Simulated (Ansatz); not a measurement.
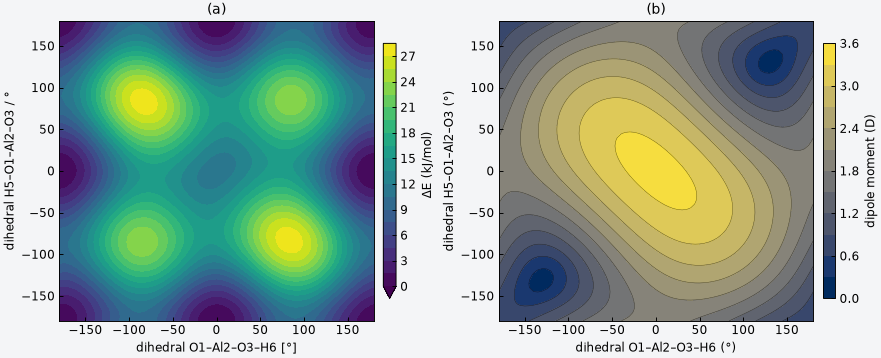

AlClH2O2, SMILES [OH][Al]([OH])[Cl]. 
- Coordinates scanned: (1) dihedral O1–Al2–O3–H6; (2) dihedral H5–O1–Al2–O3.
- Nothing is relaxed (all other coordinates rigid).
- The grid has 18 × 18 points; 91 points were computed and 233 follow by symmetry.
- Energies: kJ/mol, counted from the lowest grid point.
- These are results of Ansatz, RKS PBE0-D4/def2-SVP, not measurements.

Panel (a) is the energy and panel (b) the computed dipole moment on the same grid.

Drawn: filled contours. Between grid points the surface is interpolated.

How does the dipole moment vary over the map, and what is it at the lowest grid point?

Answer. Leaving out the highest fifth of the energies, it runs from 0.25 D at dihedral O1–Al2–O3–H6 = −140°, dihedral H5–O1–Al2–O3 = −140° to 3.40 D at dihedral O1–Al2–O3–H6 = 0°, dihedral H5–O1–Al2–O3 = 0°. At the lowest grid point, dihedral O1–Al2–O3–H6 = −180°, dihedral H5–O1–Al2–O3 = 0°, it is 1.89 D.
